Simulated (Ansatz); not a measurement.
Electronic density of states of amorphous Si24O48W, density 2.44 g/cm³, on a 2×2×2 Γ-centred mesh with a Gaussian width of 0.1 eV; energies count from the Fermi level, whose place inside the gap is arbitrary. Cell and mesh are small, so fine structure isn't converged. Level of theory: PBE, scalar-relativistic without spin-orbit coupling (plane waves to 420 eV, PAW; Ansatz, a first-principles code). Sampling: a 2×2×2 Γ-centred mesh; Fermi-Dirac width 0.01 eV; collinear spin, started from moments on atoms (at the end a net moment of 2.0 μB). The usual formal charges leave 6 electrons over, so the level spacing at the Fermi energy parts defect or band states and needn't be the band gap. In the spin-polarised cell the level spacing at the Fermi energy can part levels of unlike spin. At PBE the levels at both edges of the gap are localised (band-tail or defect states), and the nearest spread-out levels lie 4.5 eV apart at the zone centre.

Preparation: random packing, a CHGNet melt and quench, and a DFT relaxation. O atoms were pushed apart under 1.9 Å during the dynamics, to hinder bonds among them. The hot cell started wider than the set density and was brought back towards it in steps. It is the lowest in DFT energy of 2 quenches. It is a model cell: composition and starting density were chosen by hand, and all elements were melted together. No dispersion term was used. Its density started from a set value of 2.44 and ended at 2.44 g/cm³. The quench (nominally 320 K/ps over its main leg) was far faster than any real one, so the model tends to hold more defects than a real film. A cell of this size samples the disorder only roughly. The volume was held where the preparation left it, at a PBE pressure of 0.5 GPa. Stress components on the final sampling reach 3.3 GPa. Cycles of charging lowered its energy after that relaxation.

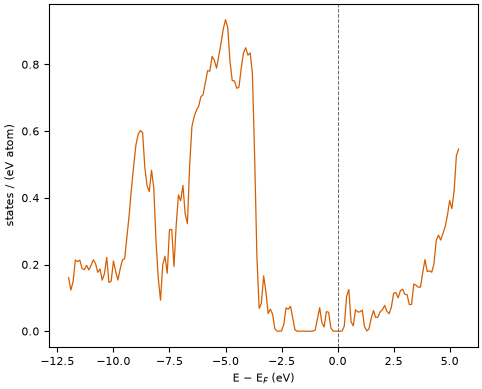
Fig. 1. Density of states per atom

The level spacing at the Fermi energy on this mesh is 0.90 eV; the broadening fills part of it in the curve.
